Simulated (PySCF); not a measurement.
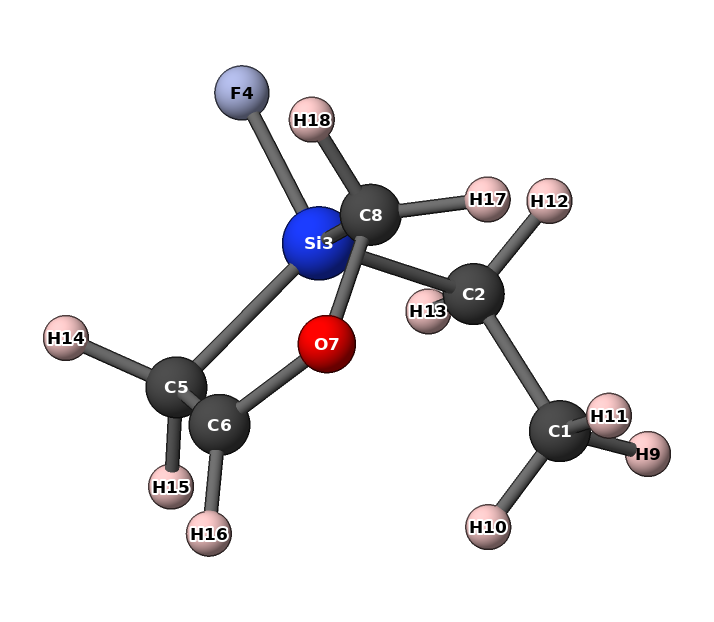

The questions are on Mulliken spin populations. Charge 0, doublet. Computed geometry: GFN2-xTB optimisation. No frequency run is at hand to confirm it as a minimum. Method: UKS B3LYP, pcH-1 on C F H O Si, non-relativistic (PySCF 2.14.0).

Which atom carries the largest spin population?

Answer. C6 (0.88 e).

Which atom has the lowest spin population?

Answer. C5 (−0.07 e); a negative value comes from spin polarisation.

List the Mulliken spin populations.

```json
{"atom": "C1", "value (e)": "0.00"}
{"atom": "C2", "value (e)": "0.00"}
{"atom": "Si3", "value (e)": "0.02"}
{"atom": "F4", "value (e)": "0.00"}
{"atom": "C5", "value (e)": "−0.07"}
{"atom": "C6", "value (e)": "0.88"}
{"atom": "O7", "value (e)": "0.13"}
{"atom": "C8", "value (e)": "−0.01"}
{"atom": "H9", "value (e)": "0.00"}
{"atom": "H10", "value (e)": "0.00"}
{"atom": "H11", "value (e)": "0.00"}
{"atom": "H12", "value (e)": "0.00"}
{"atom": "H13", "value (e)": "0.00"}
{"atom": "H14", "value (e)": "0.05"}
{"atom": "H15", "value (e)": "0.02"}
{"atom": "H16", "value (e)": "−0.04"}
{"atom": "H17", "value (e)": "0.00"}
{"atom": "H18", "value (e)": "0.01"}
```

Mulliken values depend strongly on the basis set. The geometry is semi-empirical. Around Si such bond lengths and angles can be off by a tenth of an ångström or more and by several degrees, and values that hang on the shape move with them.
